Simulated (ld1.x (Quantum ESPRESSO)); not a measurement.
Pseudopotential generation: Rb (part 2 of 2)

Continued. System: rubidium (Rb, Z = 37), core [Ar] 3d10, reference valence 4s2 4p6 4d0.5 5s0.5 5p0, valence charge 9. Method: TM potential, PBE, scalar-relativistic, made with ld1.x (Quantum ESPRESSO) 7.5.

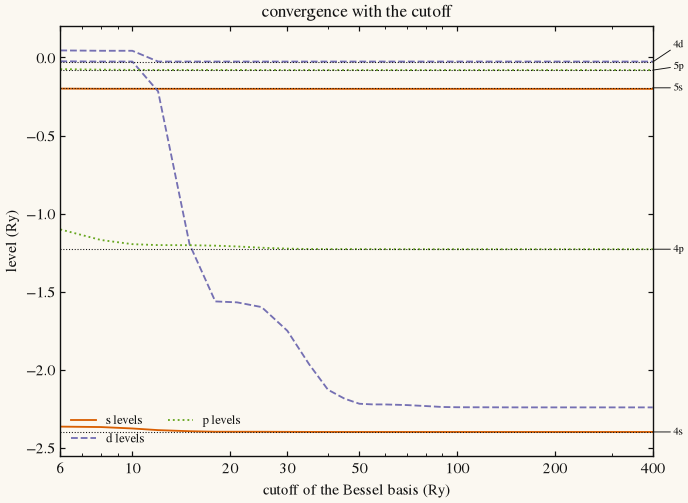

The pseudo-atom Hamiltonian at the reference potential is diagonalised in spherical Bessel functions (20 bohr box) up to the cutoff. Curves: the lowest levels of each channel that holds a bound state. Dotted lines: the all-electron valence levels.

- Ghost states: ghost state below the valence levels: d at -30.5 eV. A ghost is a state of the pseudo-atom that lies below a valence level of its channel, or is bound in a channel without one, and matches no all-electron valence level; bound levels above the valence ones can be real empty states. In Ry: d -2.24.
- Onset of the ghost: the lowest d curve lies clearly below the lowest valence level of its channel from about 12 Ry on and ends at -2.24 Ry.
- All-electron valence levels: 4s: -2.40 Ry; 5s: -0.19 Ry; 4d: -0.03 Ry; 4p: -1.23 Ry; 5p: -0.08 Ry.

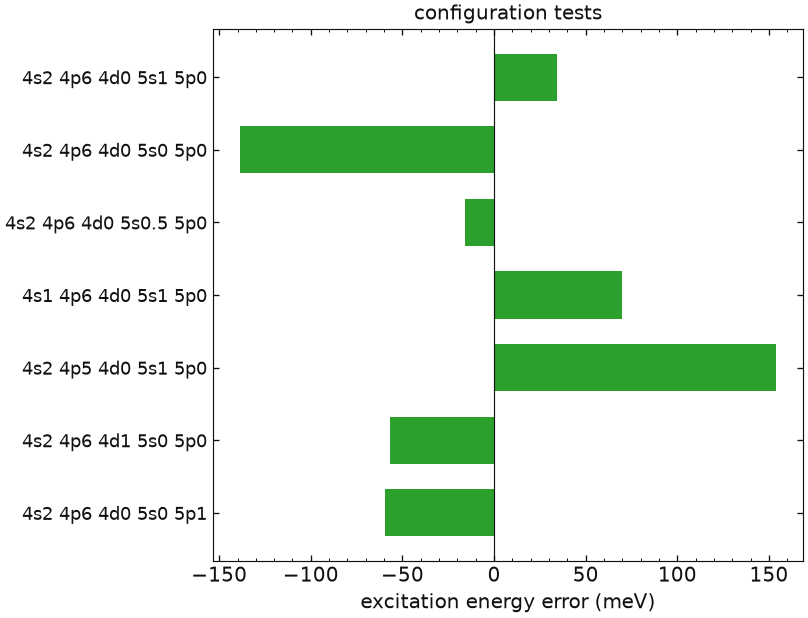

Errors, all-electron minus pseudo, of the energies of valence configurations relative to the unpolarised reference 4s2 4p6 4d0.5 5s0.5 5p0.

- Worst configuration: 4s2 4p5 4d0 5s1 5p0 (charge +1): the error is +154 meV on an all-electron energy of +20.02 eV relative to the reference, or 0.77 %.
- Configurations within 10 meV and within 50 meV: 0 and 2 of 7.
- Errors in meV: 4s2 4p6 4d0 5s1 5p0: +34; 4s2 4p6 4d0 5s0 5p0: -139; 4s2 4p6 4d0 5s0.5 5p0: -16; 4s1 4p6 4d0 5s1 5p0: +70; 4s2 4p5 4d0 5s1 5p0: +154; 4s2 4p6 4d1 5s0 5p0: -57; 4s2 4p6 4d0 5s0 5p1: -59. The potential isn't sound: its ghost test gives ghost state below the valence levels: d at -30.5 eV.

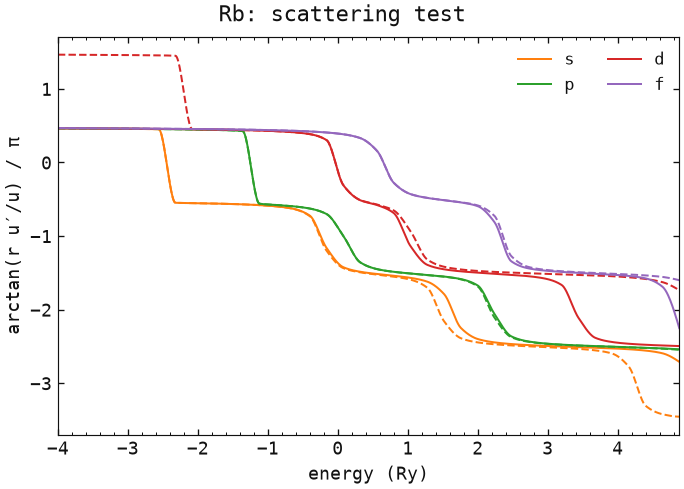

Unwrapped phase arctan(r u′/u) in units of π against energy, all-electron (solid) and pseudo (dashed); the pseudo phase is matched to the all-electron one at the reference energy. Here u = r R(r). A near-vertical step is a level narrower than the spacing of the points behind the curves.

- Range over which the phases agree within 0.05 rad: s: up to about -0.3 Ry; p: up to about 2.0 Ry; d: between about -2.2 and 0.7 Ry; f: up to about 2.1 Ry.
- Ghost states: Going away from the reference energies, the phases part by more than π/2 in: s at about 4.3 Ry (above its reference energy, pseudo phase lower); d at about 3.4 Ry (above its reference energy, pseudo phase higher); d at about -2.2 Ry (below its reference energy, pseudo phase higher, at the flagged ghost); f at about 4.8 Ry (above its reference energy, pseudo phase higher). Such a step is either a state that only one of the two atoms has or an ordinary level shifted in energy. The separate test gives: ghost state below the valence levels: d at -30.5 eV.

## The input
```
 &input
   title='Rb', zed=37., rel=1, dft='PBE', iswitch=3,
   config='[Kr] 4d0.5 4f-2 5s0.5 5p0',
   nld=4, rlderiv=4.55, eminld=-4.0, emaxld=5.0, deld=0.02
 /
 &inputp
   pseudotype=2, tm=.true., lloc=1,
   nlcc=.true., new_core_ps=.true., rcore=0.80,
   file_pseudopw='Rb.UPF', file_wfcaegen='ae.wfc', file_wfcncgen='nc.wfc', file_beta='beta', file_chi='chi'
 /
4
4S  1  0   2.00   0.00  2.26  2.26  0.0
4D  3  2   0.50   0.00  4.20  4.20  0.0
4F  4  3  -2.00   0.20  3.35  3.35  0.0
4P  2  1   6.00   0.00  1.55  1.55  0.0
 &test
   configts(1)='4s2 4p6 4d0.5 5s0.5 5p0'
 /
```

## Input of the test run
```
 &input
   title='Rb', zed=37., rel=1, dft='PBE', iswitch=2,
   config='[Kr] 4d0.5 4f-2 5s0.5 5p0'
 /
 &test
   file_pseudo='Rb.UPF', nconf=8,
   configts(1)='4s2 4p6 4d0.5 5s0.5 5p0',
   configts(2)='4s2 4p6 4d0 5s1 5p0',
   configts(3)='4s2 4p6 4d0 5s0 5p0',
   configts(4)='4s2 4p6 4d0 5s0.5 5p0',
   configts(5)='4s1 4p6 4d0 5s1 5p0',
   configts(6)='4s2 4p5 4d0 5s1 5p0',
   configts(7)='4s2 4p6 4d1 5s0 5p0',
   configts(8)='4s2 4p6 4d0 5s0 5p1'
 /
```

Launched with:
```bash
ld1.x < Rb.in > Rb.out
```

## Key numbers

- outcome: generated, with a ghost state
- cutoffs needed: 35 Ry and 70 Ry (the cutoffs, on a coarse ladder, from which the occupation-weighted sum of valence levels, in a spherical-Bessel basis at the reference potential, stays within 10 and 1 mRy of its value at 400 Ry); ghost states and empty shells don't enter this sum
- ghost test: ghost state below the valence levels: d at -30.5 eV (spherical-Bessel basis up to 400 Ry, 20 bohr box)
- largest excitation error: +154 meV (all-electron minus pseudo) for 4s2 4p5 4d0 5s1 5p0, out of 7 test configurations
- range over which the phases arctan(r u′/u) at the test radius agree within 0.05 rad (a looser test near the poles than one of phase shifts): s: up to about -0.3 Ry; p: up to about 2.0 Ry; d: between about -2.2 and 0.7 Ry; f: up to about 2.1 Ry
- hardware: 1 CPU thread, shared host
- wall time: 1.6 s

## Notes

The potential has a bound ghost state, so it can't be used as it stands.
